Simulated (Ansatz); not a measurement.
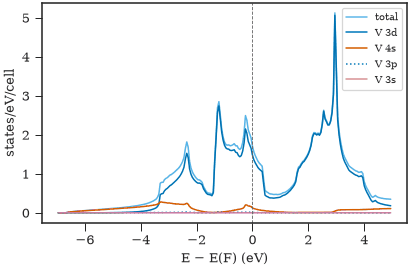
*Total and projected density of states of V (bcc (W type), Im-3m), PBEsol (plane waves, PAW; program Ansatz)*

Q: Which orbitals carry the states next to the Fermi level?

A: Within 0.5 eV of the Fermi level: V 3d 87 %, V 4s 7 %, outside the projected shells 5 %. Projections are on Löwdin-orthogonalised atomic valence shells; empty p or d shells of many metals are not among them.

Q: Where is the tallest occupied peak in this window, and what makes it?

A: Near -1.2 eV, about 2.9 states/eV per cell; the largest projected share is V 3d.

The PBEsol relaxation kept the symmetry of its start. The workflow began spin-polarised and lost its moments. The volume moved by 22 % from the start of the relaxation.

Potentials: the later of the program's two PAW sets.
